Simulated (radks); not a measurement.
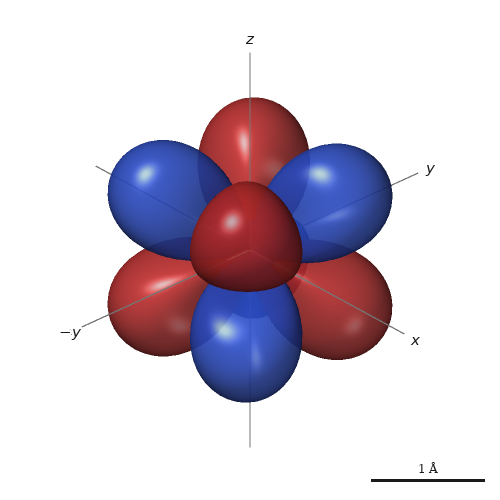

Fig. 1: The 4f(xyz) orbital of down spin. The surface of constant |ψ| that holds about 95 % of the electron is drawn, blue where ψ is positive and red where it is negative. The radial function comes from the spherical calculation and is multiplied by a real spherical harmonic; the overall sign is chosen so that the largest lobe of P(r) is positive; at the scalar-relativistic level it is the large component. It has the three coordinate planes as nodes and no radial node. The maximum of P² lies at 0.610 bohr, ⟨r⟩ = 1.04 bohr, 90 % of the charge lies within 1.86 bohr, and the eigenvalue is −8.47 eV (the orbital is empty).

# Atomic calculation for Sm (charge +1.2)

Z = 62.2 with 61 electrons in the configuration [Xe] 4f6 6s1 (high spin). Computed at this level: scalar-relativistic Kohn-Sham, BLYP, spin-polarised, spherical densities, point nucleus (the in-house radial solver radks).

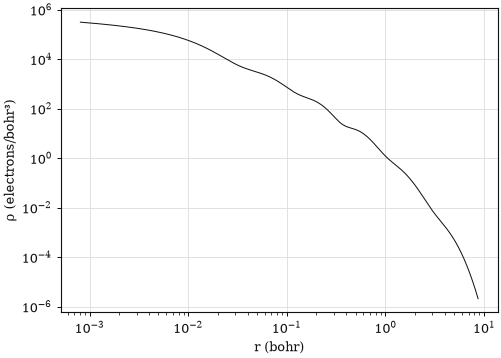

Fig. 2: The electron density ρ(r) on a logarithmic scale. The density falls from 310000 electrons/bohr³ at the inner end (r = 0.00081 bohr) to 0.001 at r = 4.46 bohr, a common measure of the size of an atom or ion. The highest occupied orbital, 6s up (⟨r⟩ = 3.72 bohr, −10.2 eV), is also the most diffuse and sets the fall-off far out: over the last part drawn ln ρ falls by 1.5 per bohr, against 2√(−2ε) = 1.7 for the pure exponential. The steps in the slope mark the shells; the radial density has its minima at 0.030, 0.13 and 0.39 bohr.

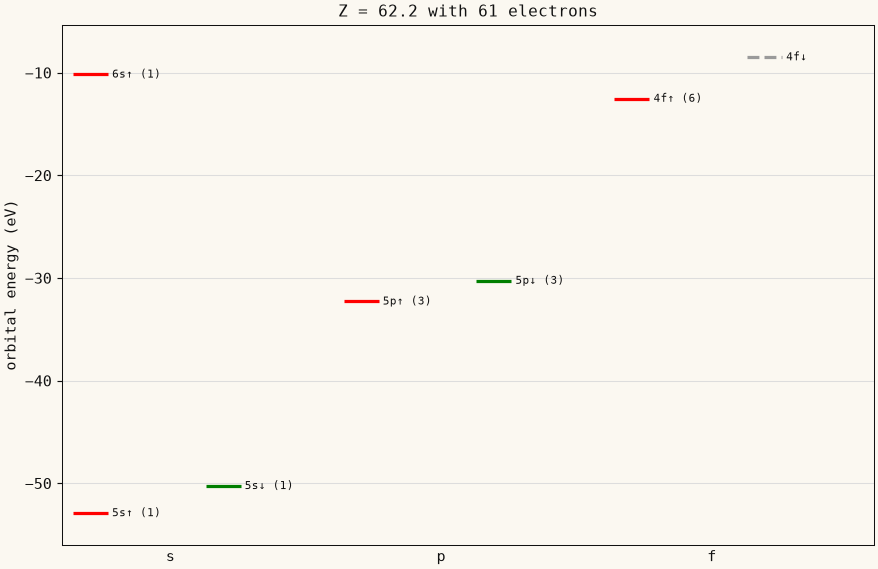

Fig. 3: The outer levels are drawn (occupations in brackets, up spins at the left of each column and down spins at the right, empty levels dashed). The highest occupied level is 6s up at −10.2 eV. The highest 4 occupied levels, from the top down, are 6s up (−10.2 eV), 4f up (−12.5 eV), 5p down (−30.2 eV), 5p up (−32.3 eV). The lowest empty level drawn is 4f down at −8.47 eV. The largest exchange splitting (down less up) among the shells drawn in both spins is that of 4f, 4.04 eV.

These pictures come from the run below.

**The input**
```
Z 62.2
configuration [Xe] 4f6 6s1
relativity scalar-relativistic
functional b88,lyp
spin polarised
nucleus point
c 137.035999084
```

Energies in input and log are in hartree, lengths in bohr.

**Log**
```
1s      1   1.0000       -1728.29960910
2s      1   1.0000        -282.94705095
2p      1   3.0000        -252.37222941
3s      1   1.0000         -62.30141594
3p      1   3.0000         -52.75434380
3d      1   5.0000         -39.85514733
4s      1   1.0000         -12.68638974
4p      1   3.0000          -9.54863229
4d      1   5.0000          -5.15443048
4f      1   6.0000          -0.45981916
5s      1   1.0000          -1.94334138
5p      1   3.0000          -1.18569727
6s      1   1.0000          -0.37322404
1s      2   1.0000       -1728.29918395
2s      2   1.0000        -282.94562788
2p      2   3.0000        -252.37118123
3s      2   1.0000         -62.23184070
3p      2   3.0000         -52.68515864
3d      2   5.0000         -39.80167564
4s      2   1.0000         -12.51029401
4p      2   3.0000          -9.37328743
4d      2   5.0000          -4.98097385
4f      2   0.0000          -0.31130672
5s      2   1.0000          -1.84619030
5p      2   3.0000          -1.11152667
6s      2   0.0000          -0.34256020
Etot -10510.5017972174
Ekin 11241.416645157109
Encl -25574.763566276313
Eh 4060.2596523586785
Exc -237.41452845687297
err 6.252279947801395e-10
it 15
```

**Orbitals**

| orbital | occupation | energy (eV) | ⟨r⟩ (bohr) | outer maximum (bohr) |
| --- | --- | --- | --- | --- |
| 1s up | 1 | −47029.4 | 0.02265 | 0.0144 |
| 1s down | 1 | −47029.4 | 0.02265 | 0.0144 |
| 2s up | 1 | −7699.4 | 0.09662 | 0.0818 |
| 2s down | 1 | −7699.3 | 0.09661 | 0.0818 |
| 2p up | 3 | −6867.4 | 0.08515 | 0.0661 |
| 2p down | 3 | −6867.4 | 0.08514 | 0.0661 |
| 3s up | 1 | −1695.3 | 0.2539 | 0.233 |
| 3s down | 1 | −1693.4 | 0.2538 | 0.233 |
| 3p up | 3 | −1435.5 | 0.2523 | 0.228 |
| 3p down | 3 | −1433.6 | 0.2521 | 0.228 |
| 3d up | 5 | −1084.5 | 0.2301 | 0.187 |
| 3d down | 5 | −1083.1 | 0.2298 | 0.187 |
| 4s up | 1 | −345.214 | 0.5765 | 0.537 |
| 4s down | 1 | −340.422 | 0.5764 | 0.537 |
| 4p up | 3 | −259.832 | 0.6105 | 0.560 |
| 4p down | 3 | −255.060 | 0.6105 | 0.560 |
| 4d up | 5 | −140.259 | 0.6671 | 0.584 |
| 4d down | 5 | −135.539 | 0.6679 | 0.584 |
| 5s up | 1 | −52.881 | 1.391 | 1.25 |
| 5s down | 1 | −50.237 | 1.411 | 1.26 |
| 5p up | 3 | −32.264 | 1.631 | 1.41 |
| 5p down | 3 | −30.246 | 1.663 | 1.44 |
| 4f up | 6 | −12.512 | 0.9595 | 0.607 |
| 6s up | 1 | −10.156 | 3.720 | 3.31 |
| 4f down | 0 | −8.471 | 1.036 | 0.610 |

**Slater integrals of the outer shells (hartree)**

```
 integral   value
F0(6s,6s)  0.2420
F0(6s,4f)  0.3127
G3(6s,4f)  0.0135
F0(6s,5p)  0.2986
G1(6s,5p)  0.0245
F0(6s,5s)  0.3037
G0(6s,5s)  0.0131
F0(4f,4f)  0.9828
F2(4f,4f)  0.4536
F4(4f,4f)  0.2821
F6(4f,4f)  0.2022
F0(4f,5p)  0.6532
F2(4f,5p)  0.2344
G2(4f,5p)  0.1335
G4(4f,5p)  0.1006
F0(4f,5s)  0.7351
G3(4f,5s)  0.1516
F0(5p,5p)  0.5525
F2(5p,5p)  0.2965
F0(5p,5s)  0.5931
```

**Results in brief**

```tsv
quantity	value
outcome	converged
total energy	−10510.5018 hartree
kinetic energy	11241.4166 hartree
electron–nucleus energy	−25574.7636 hartree
Hartree energy	4060.2597 hartree
exchange–correlation energy	−237.414528 hartree
radius at density 0.001 e/bohr³	4.46 bohr
SCF iterations	15
hardware	1 CPU thread, shared host
```
